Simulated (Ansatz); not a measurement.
# C₂H₈Sn (SMILES C[CH2][SnH3]): single points off equilibrium

How do the functionals fare away from a minimum? The structure is a structure displaced at random from a GFN2-xTB minimum.

Method: single points in def2-TZVPP; program: Ansatz 0.2.0, Gaussian basis.

Correlated methods freeze the cores. Filled d shells of the heavier atoms are correlated. Core potentials replace the inner electrons past krypton, and spin-orbit coupling is left out. B3LYP uses VWN-RPA correlation.

### Step 1. Starting geometry

SMILES `C[CH2][SnH3]`, 11 atoms, charge 0, spin multiplicity 1.

Atoms are counted from 1 here; the program's logs count them from 0.

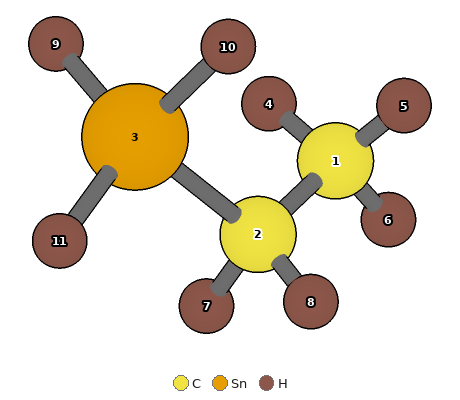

Start geometry, drawn with carbon yellow, tin amber, hydrogen brown; atoms are numbered from 1 in the order of the file.

Geometry (Å):

```xyz
11
C2H8Sn
C    -1.0736    1.0227   -0.2302
C    -0.4411   -0.3605   -0.3928
Sn    1.4085   -0.7463    0.5541
H    -1.1142    1.2097    0.8536
H    -0.5126    1.7703   -0.7417
H    -2.0920    1.0999   -0.6516
H    -1.3692   -1.0456    0.0238
H    -0.5018   -0.6905   -1.3721
H     1.2723   -0.2500    2.0794
H     2.4988    0.3083   -0.1951
H     1.8629   -2.3549    0.2314
```

### Step 2. CCSD(T)/def2-TZVPP

run/in.yaml

```yaml
crystal:
  periodic: [false, false, false]
  atoms:
    - {symbol: C, position_ang: [-1.073600, 1.022700, -0.230200]}
    - {symbol: C, position_ang: [-0.441100, -0.360500, -0.392800]}
    - {symbol: Sn, position_ang: [1.408500, -0.746300, 0.554100]}
    - {symbol: H, position_ang: [-1.114200, 1.209700, 0.853600]}
    - {symbol: H, position_ang: [-0.512600, 1.770300, -0.741700]}
    - {symbol: H, position_ang: [-2.092000, 1.099900, -0.651600]}
    - {symbol: H, position_ang: [-1.369200, -1.045600, 0.023800]}
    - {symbol: H, position_ang: [-0.501800, -0.690500, -1.372100]}
    - {symbol: H, position_ang: [1.272300, -0.250000, 2.079400]}
    - {symbol: H, position_ang: [2.498800, 0.308300, -0.195100]}
    - {symbol: H, position_ang: [1.862900, -2.354900, 0.231400]}
basis:
  gaussian: {orbitals: def2-TZVPP}
correlation: {method: ccsd_t}
```

The command line of these runs was not kept.

What it wrote:

```text
Functional definition: HF
  name "HF"
  cite "Fock, Z. Phys. 61, 126 (1930) doi:10.1007/BF01340294"
  parent pbe
  exchange = exact_x
  correlation = 0
1444 factors; integrals over basis functions are off by at most 1.1e-3 eV
mean field evaluation 1: about -7989.4863 eV, gradient 3.2e1 eV
mean field evaluation 2: about -7989.6178 eV, gradient 3.2e1 eV
mean field evaluation 4: about -7992.4051 eV, gradient 3.3e0 eV
mean field evaluation 8: about -7992.4476 eV, gradient 1.8e-1 eV
mean field evaluation 16: about -7991.6743 eV, gradient 1.6e1 eV
mean field -7992.44770882 eV, -293.7170358234 hartree, gradient 2.4e-6 eV, S^2 0.000000; 0 other end points of the search recorded, 0 dependent functions left out
6 core orbitals not correlated: weight in the atoms' cores, before any rotation towards them, 1.000 or more for the frozen orbitals, at most 0.000 for the correlated occupied ones
reference -7992.44770882 eV, -293.7170358234 hartree; 15, 15 occupied and 203, 203 virtual orbitals, 1444 factors
second order -19.24193196 eV of doubles, -0.00000000 eV of singles
cycle   1  -19.60736474 eV  change   -3.7e-1 eV  update   9.5e-2
cycle   2  -20.13666629 eV  change   -5.3e-1 eV  update   2.7e-2
cycle   3  -20.20068741 eV  change   -6.4e-2 eV  update   1.2e-2
cycle   4  -20.19378852 eV  change    6.9e-3 eV  update   2.9e-3
cycle   5  -20.19344086 eV  change    3.5e-4 eV  update   1.0e-3
cycle   6  -20.19340447 eV  change    3.6e-5 eV  update   2.9e-4
cycle   7  -20.19329848 eV  change    1.1e-4 eV  update   9.8e-5
cycle   8  -20.19330550 eV  change   -7.0e-6 eV  update   3.1e-5
perturbative correction -0.65570525 eV, -0.0240967235 hartree
Total energy: -8013.29671957 eV, -294.4832228365 hartree
```

It took 64 s on 8 threads, shared host; peak memory 4 GiB.

### Step 3. PBE0-D4/def2-TZVPP

run/in.yaml, as its differences from that of step 2:

```diff
@@ -16,2 +16,3 @@
   gaussian: {orbitals: def2-TZVPP}
-correlation: {method: ccsd_t}
+hamiltonian: {xc: pbe0, dispersion: d4}
+output: {forces: true, orbitals: {seedname: orbitals}}
```

The log in run was not kept; the run's report gives a total energy of -8033.045370 eV.

It took 2.2 s on 8 threads, shared host; peak memory 0.56 GiB.

### Step 4. wB97M-V/def2-TZVPP

run/in.yaml, as its differences from that of step 3:

```diff
@@ -16,3 +16,3 @@
   gaussian: {orbitals: def2-TZVPP}
-hamiltonian: {xc: pbe0, dispersion: d4}
-output: {forces: true, orbitals: {seedname: orbitals}}
+hamiltonian: {xc: {name: wB97M-V}}
+output: {forces: true}
```

What it wrote, shortened:

```text
Functional definition: wB97M-V
  name "wB97M-V"
  cite "Mardirossian & Head-Gordon, J. Chem. Phys. 144, 214110 (2016) doi:10.1063/1.4952647"
  cite "Becke, J. Chem. Phys. 107, 8554 (1997) doi:10.1063/1.475007"
  cite "Vydrov & Van Voorhis, J. Chem. Phys. 133, 244103 (2010) doi:10.1063/1.3521275"
  # Of w^i u^j: cxij and so on, Table III.
[...]
  gx(w, u) = 1 - cx + cx01*u + cx10*w
  gss(w, u) = css00 + css04*u^4 + css10*w + css20*w^2 + css43*w^4*u^3
  gos(w, u) = cos00 + cos10*w + (cos20 + cos21*u)*w^2 + (cos60 + cos61*u)*w^6
[...]
      + integral(e_c_pw_mod_opposite_spin*gos(b97_w_opposite, b97_u_opposite)) + vv10(b, c)
1264 factors; their error is unknown
330 factors; integrals over basis functions are off by at most 9.1e-6 eV
[...]
Atom 1 at    -0.441100    -0.360500    -0.392800 Å, force    -4.019534    -1.321761     2.286714 eV/Å
Atom 2 at     1.408500    -0.746300     0.554100 Å, force     0.004157    -0.258614    -1.597314 eV/Å
Atom 3 at    -1.114200     1.209700     0.853600 Å, force    -0.131076     0.483570    -0.442497 eV/Å
Atom 4 at    -0.512600     1.770300    -0.741700 Å, force     0.627522     0.808940    -0.084974 eV/Å
Atom 5 at    -2.092000     1.099900    -0.651600 Å, force     0.356539    -0.319613     0.299826 eV/Å
Atom 6 at    -1.369200    -1.045600     0.023800 Å, force     2.605336     1.030021    -0.397064 eV/Å
Atom 7 at    -0.501800    -0.690500    -1.372100 Å, force     0.516638    -0.405154    -2.214939 eV/Å
Atom 8 at     1.272300    -0.250000     2.079400 Å, force    -0.057596     0.185571     1.544770 eV/Å
Atom 9 at     2.498800     0.308300    -0.195100 Å, force     0.257086     0.047082    -0.090257 eV/Å
Atom 10 at     1.862900    -2.354900     0.231400 Å, force     0.011971     0.085461     0.237687 eV/Å
Dipole moment:    -0.092793    -0.033703     0.000935 e Å
```

It took 5.5 s on 8 threads, shared host; peak memory 0.74 GiB.

### Step 5. r2SCAN-D4/def2-TZVPP

run/in.yaml, as its differences from that of step 4:

```diff
@@ -16,3 +16,3 @@
   gaussian: {orbitals: def2-TZVPP}
-hamiltonian: {xc: {name: wB97M-V}}
+hamiltonian: {xc: r2scan, dispersion: d4}
 output: {forces: true}
```

The log in run was not kept; the run's report gives a total energy of -8036.323585 eV.

Run time: 2.5 s. Hardware: 8 threads, shared host; peak memory 0.29 GiB.

### Step 6. PBE-D4/def2-TZVPP

run/in.yaml, as its differences from that of step 5:

```diff
@@ -16,3 +16,3 @@
   gaussian: {orbitals: def2-TZVPP}
-hamiltonian: {xc: r2scan, dispersion: d4}
+hamiltonian: {xc: pbe, dispersion: d4}
 output: {forces: true}
```

The log in run was not kept; the run's report gives a total energy of -8032.200797 eV.

Run time: 1.3 s. Hardware: 8 threads, shared host; peak memory 0.26 GiB.

### Step 7. r2SCAN0-D4/def2-TZVPP

run/in.yaml, as its differences from that of step 6:

```diff
@@ -16,3 +16,3 @@
   gaussian: {orbitals: def2-TZVPP}
-hamiltonian: {xc: pbe, dispersion: d4}
+hamiltonian: {xc: {name: r2SCAN0}, dispersion: d4}
 output: {forces: true}
```

What it wrote, shortened:

```text
Functional definition: r2SCAN0
  name "r2SCAN0"
  cite "Bursch, Neugebauer, Ehlert & Grimme, J. Chem. Phys. 156, 134105 (2022) doi:10.1063/5.0086040"
  cite "Furness, Kaplan, Ning, Perdew & Sun, J. Phys. Chem. Lett. 11, 8208 (2020) doi:10.1021/acs.jpclett.0c02405"
  cite "Furness, Kaplan, Ning, Perdew & Sun, J. Phys. Chem. Lett. 11, 9248 (2020) doi:10.1021/acs.jpclett.0c03077"
  parent r2scan
[...]
1293 factors; their error is unknown
[...]
mean field -8035.39135410 eV, -295.2951856793 hartree, gradient 4.1e-5 eV, S^2 0.000000; 0 other end points of the search recorded, 0 dependent functions left out
[...]
reference -8035.39136685 eV, -295.2951861478 hartree; 21, 21 occupied and 203, 203 virtual orbitals, 1293 factors
Total energy: -8035.44578626 eV, -295.2971860242 hartree
Atom 0 at    -1.073600     1.022700    -0.230200 Å, force    -0.107804    -0.420017     0.469541 eV/Å
Atom 1 at    -0.441100    -0.360500    -0.392800 Å, force    -4.202637    -1.223488     2.282402 eV/Å
Atom 2 at     1.408500    -0.746300     0.554100 Å, force    -0.032577    -0.250065    -1.607169 eV/Å
Atom 3 at    -1.114200     1.209700     0.853600 Å, force    -0.132176     0.481275    -0.554139 eV/Å
Atom 4 at    -0.512600     1.770300    -0.741700 Å, force     0.586707     0.751821    -0.032653 eV/Å
Atom 5 at    -2.092000     1.099900    -0.651600 Å, force     0.441385    -0.341909     0.335613 eV/Å
Atom 6 at    -1.369200    -1.045600     0.023800 Å, force     2.700476     1.068968    -0.411253 eV/Å
Atom 7 at    -0.501800    -0.690500    -1.372100 Å, force     0.544291    -0.381167    -2.161760 eV/Å
Atom 8 at     1.272300    -0.250000     2.079400 Å, force    -0.054937     0.177025     1.525185 eV/Å
Atom 9 at     2.498800     0.308300    -0.195100 Å, force     0.249057     0.037577    -0.085978 eV/Å
Atom 10 at     1.862900    -2.354900     0.231400 Å, force     0.008215     0.099980     0.240212 eV/Å
Dipole moment:    -0.102391    -0.030579    -0.003078 e Å
```

Wall time 3.5 s (8 threads, shared host); peak memory 0.59 GiB.

### Step 8. B3LYP-D4/def2-TZVPP

run/in.yaml, as its differences from that of step 7:

```diff
@@ -16,3 +16,3 @@
   gaussian: {orbitals: def2-TZVPP}
-hamiltonian: {xc: {name: r2SCAN0}, dispersion: d4}
+hamiltonian: {xc: {name: B3LYP}, dispersion: d4}
 output: {forces: true}
```

What it wrote, shortened:

```text
Functional definition: B3LYP
  name "B3LYP"
  cite "Stephens, Devlin, Chabalowski & Frisch, J. Phys. Chem. 98, 11623 (1994) doi:10.1021/j100096a001"
  cite "Becke, Phys. Rev. A 38, 3098 (1988) doi:10.1103/PhysRevA.38.3098"
  cite "Lee, Yang & Parr, Phys. Rev. B 37, 785 (1988) doi:10.1103/PhysRevB.37.785"
  cite "Vosko, Wilk & Nusair, Can. J. Phys. 58, 1200 (1980) doi:10.1139/p80-159"
[...]
1264 factors; their error is unknown
[...]
mean field -8037.87036190 eV, -295.3862875357 hartree, gradient 1.1e-5 eV, S^2 0.000000; 0 other end points of the search recorded, 0 dependent functions left out
[...]
reference -8037.87067611 eV, -295.3862990825 hartree; 21, 21 occupied and 203, 203 virtual orbitals, 1264 factors
Total energy: -8038.17877177 eV, -295.3976213893 hartree
Atom 0 at    -1.073600     1.022700    -0.230200 Å, force    -0.147263    -0.314401     0.463395 eV/Å
Atom 1 at    -0.441100    -0.360500    -0.392800 Å, force    -4.222866    -1.247242     2.120287 eV/Å
Atom 2 at     1.408500    -0.746300     0.554100 Å, force     0.121897    -0.324542    -1.508948 eV/Å
Atom 3 at    -1.114200     1.209700     0.853600 Å, force    -0.143115     0.507423    -0.422997 eV/Å
Atom 4 at    -0.512600     1.770300    -0.741700 Å, force     0.632905     0.832993    -0.090075 eV/Å
Atom 5 at    -2.092000     1.099900    -0.651600 Å, force     0.312500    -0.312748     0.283572 eV/Å
Atom 6 at    -1.369200    -1.045600     0.023800 Å, force     2.544470     0.957762    -0.356402 eV/Å
Atom 7 at    -0.501800    -0.690500    -1.372100 Å, force     0.544732    -0.409133    -2.213805 eV/Å
Atom 8 at     1.272300    -0.250000     2.079400 Å, force    -0.066121     0.236547     1.681391 eV/Å
Atom 9 at     2.498800     0.308300    -0.195100 Å, force     0.360933     0.146436    -0.158685 eV/Å
Atom 10 at     1.862900    -2.354900     0.231400 Å, force     0.061929    -0.073096     0.202269 eV/Å
Dipole moment:    -0.102439    -0.029580    -0.004834 e Å
```

Run time: 2.2 s. Hardware: 8 threads, shared host; peak memory 0.56 GiB.

### Step 9. Comparison

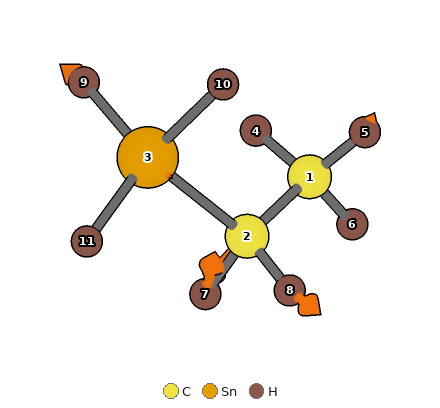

Forces at wB97M-V; the longest arrow is 4.81 eV/Å.

| method | RMS force component (eV/Å) | dipole (D) |
| --- | --- | --- |
| PBE0-D4 | 1.172 | 0.53 |
| wB97M-V | 1.152 | 0.47 |
| r2SCAN-D4 | 1.152 | 0.53 |
| PBE-D4 | 1.151 | 0.56 |
| r2SCAN0-D4 | 1.175 | 0.51 |
| B3LYP-D4 | 1.161 | 0.51 |

Energy less the free neutral atoms in their ground states at the same level (atoms from separate runs):

Differences are taken before rounding.

| method | rung | energy less atoms (kJ/mol) | from CCSD(T) (kJ/mol) |
| --- | --- | --- | --- |
| PBE-D4 | GGA | -3517.4 | -64.4 |
| r2SCAN-D4 | meta-GGA | -3501.2 | -48.2 |
| PBE0-D4 | hybrid | -3495.2 | -42.1 |
| B3LYP-D4 | hybrid | -3502.3 | -49.3 |
| r2SCAN0-D4 | hybrid | -3478.2 | -25.1 |
| wB97M-V | range-separated hybrid | -3510.4 | -57.4 |
| Hartree-Fock | wavefunction | -2608.9 | +844.1 |
| MP2 | wavefunction | -3423.6 | +29.5 |
| CCSD | wavefunction | -3416.2 | +36.9 |
| CCSD(T) | wavefunction | -3453.1 | 0 |

Times, from a shared host:

| method | time |
| --- | --- |
| CCSD(T) | 64 s |
| PBE0-D4 | 2.2 s |
| wB97M-V | 5.5 s |
| r2SCAN-D4 | 2.5 s |
| PBE-D4 | 1.3 s |
| r2SCAN0-D4 | 3.5 s |
| B3LYP-D4 | 2.2 s |

### Step 10. Summary of results

| quantity | value |
| --- | --- |
| energy less free atoms, CCSD(T)/def2-TZVPP | -3453.1 kJ/mol |
| RMS force component | 1.151 to 1.175 eV/Å over the methods |
| HOMO and LUMO, PBE0-D4 | -8.07 and 0.27 eV |
| T1 diagnostic | 0.012 |

In words: Against CCSD(T) the functionals' energies less atoms differ by -64.4 to -25.1 kJ/mol, PBE-D4 by -64.4 kJ/mol. The reference is not at the basis limit: in triple zeta CCSD(T) underbinds, which counts against methods that bind more; the gaps are no ranking. No sound CCSD(T) forces are at hand. Among the functionals the RMS force differs by up to 2 %.
